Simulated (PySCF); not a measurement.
# [TlI2]+: how settings move a single point

Aim: repeat the single point on relaxed [TlI2]+ with altered settings, some of them bad on purpose. It is a constructed species; whether it can be made isn't addressed.

Method: B3LYP, Tl def2-SVP with ECP60, I def2-SVP with ECP28; scalar-relativistic core potentials, no spin–orbit coupling; program: PySCF 2.14.0.

3 further runs of the same task are left out: 2 for a known fault of the program, 1 that didn't finish.

## Step 1: Starting geometry

3 atoms, charge 1, spin multiplicity 1.

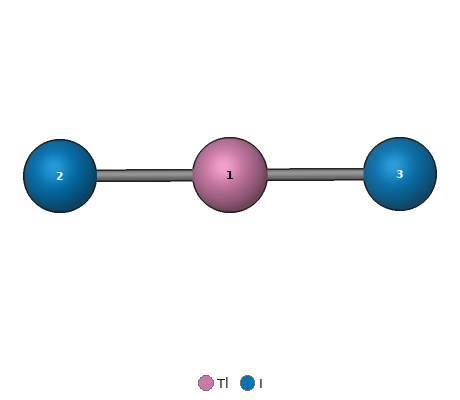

The geometry (thallium pink, iodine blue); atoms are numbered from 1 in the order of the file.

As a file:

```csv
atom,x (Å),y (Å),z (Å)
Tl1,0.00000,0.00000,0.00000
I2,0.00000,0.00000,2.66070
I3,0.00000,0.00000,-2.66070
```

Formal oxidation states: Tl +3. An earlier session relaxed this geometry at B3LYP, Tl def2-SVP with ECP60, I def2-SVP with ECP28 (singlet, point group D∞h).

The sound run used a (50, 194) grid (finer on f atoms), a threshold of 1e-8 and at most 55 cycles, and ended at -767.957825 Eh.

## Step 2: Altered run 1

File run.py (the lines that set the calculation):

```python
mol = gto.M(atom='''
Tl     0.00000     0.00000     0.00000
I      0.00000     0.00000     2.66070
I      0.00000     0.00000    -2.66070''',
    basis={'Tl': 'def2-SVP', 'I': 'def2-SVP'},
    ecp={'Tl': 'def2-SVP', 'I': 'def2-SVP'},
    charge=1, spin=0)
mf = dft.RKS(mol, xc='B3LYP')
mf.grids.atom_grid = (50, 194)
mf = mf.density_fit()  # fitting sets: Tl def2-universal-JKFIT, I def2-universal-JKFIT
mf.conv_tol = 1e-05; mf.max_cycle = 55
mf.kernel(dm0)  # dm0: free metal ions and neutral atoms
```

The run is started by

```bash
> OMP_NUM_THREADS=2 python run.py
```

Log:

```text
init E= -768.065582057633
  HOMO = -0.467156382576733  LUMO = -0.375413861660912  gap/eV = 2.49644
cycle= 1 E= -767.943201106656  delta_E= 0.122  |g|= 0.195  |ddm|=  2.2
  HOMO = -0.457011109782364  LUMO = -0.342827564452577  gap/eV = 3.10709
cycle= 2 E= -767.942330192554  delta_E= 0.000871  |g|= 0.196  |ddm|= 0.571
  HOMO = -0.45909994493238  LUMO = -0.350475249672106  gap/eV = 2.95583
cycle= 3 E= -767.956715018645  delta_E= -0.0144  |g|= 0.0553  |ddm|= 0.363
  HOMO = -0.462051265027066  LUMO = -0.349893399635113  gap/eV = 3.05197
cycle= 4 E= -767.957819440216  delta_E= -0.0011  |g|= 0.00428  |ddm|= 0.107
  HOMO = -0.4613906575326  LUMO = -0.348824422725745  gap/eV = 3.06308
cycle= 5 E= -767.957824276622  delta_E= -4.84e-06  |g|= 0.00134  |ddm|= 0.00913
  HOMO = -0.461591416873849  LUMO = -0.349096278083965  gap/eV = 3.06115
Extra cycle  E= -767.957824330124  delta_E= -5.35e-08  |g|= 0.0011  |ddm|= 0.00396
converged SCF energy = -767.957824330124
```

Wall time 2.7 s (2 threads of Arm Neoverse V1, shared host).

Changed: the SCF threshold (1e-05). It converges in 5 cycles, at the sound run's energy within 0.001 eV, with a largest force component of 0.00 eV/Å. The result survives the change.

## Step 3: Altered run 2

File run.py (the lines that set the calculation):

```python
mol = gto.M(atom='''
Tl     0.00000     0.00000     0.00000
I      0.00000     0.00000     1.10000
I      0.00000     0.00000    -2.66070''',
    basis={'Tl': 'def2-SVP', 'I': 'def2-SVP'},
    ecp={'Tl': 'def2-SVP', 'I': 'def2-SVP'},
    charge=1, spin=0)
mf = dft.RKS(mol, xc='B3LYP')
mf.grids.atom_grid = (50, 194)
mf = mf.density_fit()  # fitting sets: Tl def2-universal-JKFIT, I def2-universal-JKFIT
mf.conv_tol = 1e-08; mf.max_cycle = 79
mf.kernel(dm0)  # dm0: free metal ions and neutral atoms
```

The run is started by

```bash
> OMP_NUM_THREADS=2 python run.py
```

Log:

```text
init E= -769.458021668106
  HOMO = -0.44505107152776  LUMO = -0.210040019673494  gap/eV = 6.39498
cycle= 1 E= -757.662674698804  delta_E= 11.8  |g|= 0.54  |ddm|=  5.6
  HOMO = -0.326701475375938  LUMO = -0.246362541337549  gap/eV = 2.18613
cycle= 2 E= -757.536088270358  delta_E= 0.127  |g|= 0.736  |ddm|= 5.03
  HOMO = -0.426280513557145  LUMO = -0.197467434022287  gap/eV = 6.22632
cycle= 3 E= -757.737638519174  delta_E= -0.202  |g|= 0.16  |ddm|= 3.17
  HOMO = -0.403368898642507  LUMO = -0.21068703358693  gap/eV = 5.24314
cycle= 4 E= -757.747255731723  delta_E= -0.00962  |g|= 0.063  |ddm|= 0.533
  HOMO = -0.404210947911923  LUMO = -0.207198468437516  gap/eV = 5.36098
cycle= 5 E= -757.748627859549  delta_E= -0.00137  |g|= 0.0132  |ddm|= 0.145
  HOMO = -0.405925262365811  LUMO = -0.207525953695616  gap/eV = 5.39872
cycle= 6 E= -757.748680710032  delta_E= -5.29e-05  |g|= 0.00266  |ddm|= 0.0367
  HOMO = -0.405933711186246  LUMO = -0.207191774200355  gap/eV = 5.40804
cycle= 7 E= -757.748682679759  delta_E= -1.97e-06  |g|= 0.000225  |ddm|= 0.00936
  HOMO = -0.405981558398205  LUMO = -0.207147494751215  gap/eV = 5.41055
cycle= 8 E= -757.748682708514  delta_E= -2.88e-08  |g|= 9.14e-05  |ddm|= 0.00123
  HOMO = -0.40596697162706  LUMO = -0.207156988781511  gap/eV = 5.40990
cycle= 9 E= -757.748682712816  delta_E= -4.3e-09  |g|= 8.07e-06  |ddm|= 0.000325
  HOMO = -0.405964836788801  LUMO = -0.20715719933466  gap/eV = 5.40983
Extra cycle  E= -757.748682712828  delta_E= -1.18e-11  |g|= 6.9e-06  |ddm|= 4.39e-05
converged SCF energy = -757.748682712828
```

It took 3.5 s on 2 threads of Arm Neoverse V1, shared host.

Changed: one atom's place (atom 2 put 1.1 Å from the metal); the cycle limit is 79. It converges in 9 cycles, +277.805 eV from the sound run, with a largest force component of 1213.52 eV/Å. The setting is unsound, so these numbers aren't the compound's.

## Step 4: Altered run 3

File run.py (the lines that set the calculation):

```python
mol = gto.M(atom='''
Tl     0.00000     0.00000     0.00000
I      0.00000     0.00000     2.66070
I      0.00000     0.00000    -2.66070''',
    basis={'Tl': 'def2-SVP', 'I': 'def2-SVP'},
    ecp={'Tl': 'def2-SVP', 'I': 'def2-SVP'},
    charge=1, spin=0)
mf = dft.RKS(mol, xc='B3LYP')
mf.grids.atom_grid = (50, 194)
mf = mf.density_fit()  # fitting sets: Tl def2-universal-JKFIT, I def2-universal-JKFIT
mf.conv_tol = 1e-08; mf.max_cycle = 55
mf.kernel(dm0)  # dm0: smeared density
```

The run is started by

```bash
> OMP_NUM_THREADS=2 python run.py
```

Log:

```text
init E= -767.889127709506
  HOMO = -0.461583648211215  LUMO = -0.354981490353898  gap/eV = 2.90079
cycle= 1 E= -767.956306749149  delta_E= -0.0672  |g|= 0.0596  |ddm|= 0.801
  HOMO = -0.458225599742649  LUMO = -0.350921238201218  gap/eV = 2.91990
cycle= 2 E= -767.954722687765  delta_E= 0.00158  |g|= 0.0901  |ddm|= 0.278
  HOMO = -0.461617690276612  LUMO = -0.349639823977048  gap/eV = 3.04707
cycle= 3 E= -767.957806196873  delta_E= -0.00308  |g|= 0.00753  |ddm|= 0.167
  HOMO = -0.461608613895202  LUMO = -0.349168639196893  gap/eV = 3.05965
cycle= 4 E= -767.9578234873  delta_E= -1.73e-05  |g|= 0.0018  |ddm|= 0.012
  HOMO = -0.461506296181912  LUMO = -0.348953958890622  gap/eV = 3.06271
cycle= 5 E= -767.957824638407  delta_E= -1.15e-06  |g|= 0.000407  |ddm|= 0.00339
  HOMO = -0.46153302018481  LUMO = -0.34898417060363  gap/eV = 3.06261
cycle= 6 E= -767.957824698216  delta_E= -5.98e-08  |g|= 7.04e-05  |ddm|= 0.000653
  HOMO = -0.461522925210355  LUMO = -0.348975472379553  gap/eV = 3.06257
cycle= 7 E= -767.957824699871  delta_E= -1.65e-09  |g|= 1.03e-05  |ddm|= 0.000146
  HOMO = -0.461525843687881  LUMO = -0.348977291726507  gap/eV = 3.06260
Extra cycle  E= -767.95782469985  delta_E= 2.07e-11  |g|= 1.35e-05  |ddm|= 4.69e-05
converged SCF energy = -767.95782469985
```

It took 2.8 s on 2 threads of Arm Neoverse V1, shared host.

Changed: the starting guess (smeared density). It converges in 7 cycles, at the sound run's energy within 0.001 eV, with a largest force component of 0.00 eV/Å. The result survives the change.

## Step 5: Altered run 4

File run.py (the lines that set the calculation):

```python
mol = gto.M(atom='''
Tl     0.00000     0.00000     0.00000
I      0.00000     0.00000     2.79373
I      0.00000     0.00000    -2.79373''',
    basis={'Tl': 'def2-SVP', 'I': 'def2-SVP'},
    ecp={'Tl': 'def2-SVP', 'I': 'def2-SVP'},
    charge=1, spin=0)
mf = dft.RKS(mol, xc='B3LYP')
mf.grids.atom_grid = (50, 194)
mf = mf.density_fit()  # fitting sets: Tl def2-universal-JKFIT, I def2-universal-JKFIT
mf.conv_tol = 1e-08; mf.max_cycle = 55
mf.kernel(dm0)  # dm0: free metal ions and neutral atoms
```

The run is started by

```bash
> OMP_NUM_THREADS=2 python run.py
```

Log:

```text
init E= -767.993007720032
  HOMO = -0.459742171016765  LUMO = -0.393213382559796  gap/eV = 1.81034
cycle= 1 E= -767.937345246902  delta_E= 0.0557  |g|= 0.198  |ddm|= 2.09
  HOMO = -0.455043122207283  LUMO = -0.36433947416298  gap/eV = 2.46817
cycle= 2 E= -767.934086014919  delta_E= 0.00326  |g|= 0.214  |ddm|= 0.606
  HOMO = -0.45435997688117  LUMO = -0.369878248312761  gap/eV = 2.29886
cycle= 3 E= -767.951824684164  delta_E= -0.0177  |g|= 0.0522  |ddm|= 0.394
  HOMO = -0.457606726531372  LUMO = -0.369801430575684  gap/eV = 2.38930
cycle= 4 E= -767.952831553884  delta_E= -0.00101  |g|= 0.00453  |ddm|= 0.106
  HOMO = -0.45691787398335  LUMO = -0.368700392643522  gap/eV = 2.40052
cycle= 5 E= -767.952837270981  delta_E= -5.72e-06  |g|= 0.00134  |ddm|= 0.00917
  HOMO = -0.457048493591045  LUMO = -0.368850304490431  gap/eV = 2.39999
cycle= 6 E= -767.952837718045  delta_E= -4.47e-07  |g|= 0.000194  |ddm|= 0.00221
  HOMO = -0.457034427004021  LUMO = -0.36884597508142  gap/eV = 2.39973
cycle= 7 E= -767.952837735974  delta_E= -1.79e-08  |g|= 3.26e-05  |ddm|= 0.000417
  HOMO = -0.457037809464915  LUMO = -0.368846859465064  gap/eV = 2.39980
cycle= 8 E= -767.952837736513  delta_E= -5.39e-10  |g|= 2.85e-06  |ddm|= 8.76e-05
  HOMO = -0.457036841204027  LUMO = -0.368846035100255  gap/eV = 2.39979
Extra cycle  E= -767.952837736514  delta_E= -1.36e-12  |g|= 3.17e-06  |ddm|= 1.12e-05
converged SCF energy = -767.952837736514
```

Wall time 2.7 s (2 threads of Arm Neoverse V1, shared host).

Changed: the scale of all coordinates (1.05). It converges in 8 cycles, +0.136 eV from the sound run, with a largest force component of 0.89 eV/Å. The setting is unsound, so these numbers aren't the compound's.

## Step 6: Results

| run | changed | ending | energy change (eV) | cycles | time | usable |
| --- | --- | --- | --- | --- | --- | --- |
| 1 | the SCF threshold | converged | 0.000 | 5 | 2.7 s | yes |
| 2 | one atom's place | converged | +277.805 | 9 | 3.5 s | no |
| 3 | the starting guess | converged | 0.000 | 7 | 2.8 s | yes |
| 4 | the scale of all coordinates | converged | +0.136 | 8 | 2.7 s | no |

2 of 4 altered runs give a usable result. 2 ended normally with numbers unfit to quote.
